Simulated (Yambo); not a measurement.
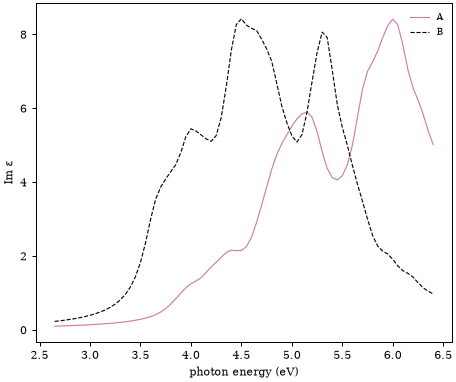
Figure. Two computed absorption spectra of SrTiO$_{3}$ (cubic perovskite, space group Pm-3m, No. 221) (Yambo, LDA bands with the same scissor, field along x)

Which curve includes the electron-hole attraction (BSE)?

Curve B: the attraction moves weight to lower energy (centre of the plotted range 4.7 eV against 5.4 eV). Settings: 8×8×8 mesh, 9 valence and 3 conduction bands, static screening with 41 bands and a 3 Ry block, scissor 1.71 eV, Tamm-Dancoff. The scissor comes from a G0W0 run whose convergence isn't established. Broadening 0.15 eV. The band window holds all transitions up to 6.4 eV. On this mesh the peak heights and the fine structure are mesh artefacts; only the shift of weight is robust.

Geometry of the Materials Project entry, not relaxed at this level; primitive cell a = 3.9127 Å, b = 3.9127 Å, c = 3.9127 Å, α = 90.00°, β = 90.00°, γ = 90.00°.
